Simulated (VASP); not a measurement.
Band structure of CaSe (rock salt). All values below come from optB88-vdW, VASP's PBE PAW potentials (set 64) (plane waves; VASP 6.6.1).

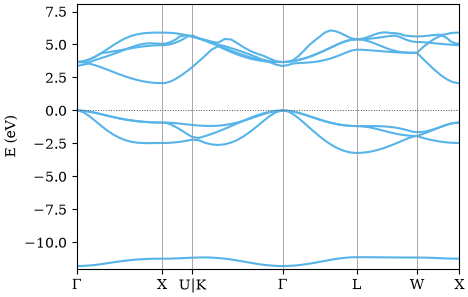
Figure. Bands along high-symmetry lines, zero at the valence-band maximum or, without a gap, the Fermi level

Read the plot: is there a gap, and where are the band edges?

The gap is indirect, 2.07 eV, from the valence maximum at Γ to the conduction minimum at X. (Edges off the drawn lines would not show.)

Measured: gap 3.85 eV (computed value off by -1.78 eV), as given by Abedi et al., (2022), arXiv:2211.14644.

The compound is CaSe in the rock salt structure. It was relaxed first.
